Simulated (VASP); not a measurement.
Band structure of SiO2 (relaxed from the layer:2H-MoS2 structure). Method: r2SCAN meta-GGA, VASP's PBE PAW potentials (set 64) (plane waves; VASP).

The cell holds a wide vacuum, so values per volume refer to the whole cell.

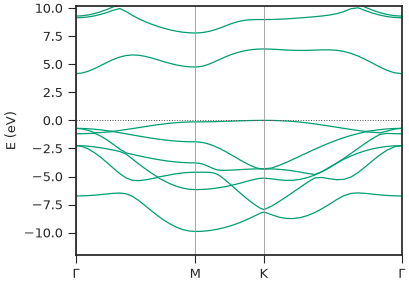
*Bands along high-symmetry lines, zero at the valence-band maximum or, without a gap, the Fermi level*

### Question
Read the plot: is there a gap, and where are the band edges?

### Answer
The gap is indirect, 4.16 eV, from the valence maximum at K to the conduction minimum at Γ.

The cell is a sheet with vacuum, built from a generated structure.
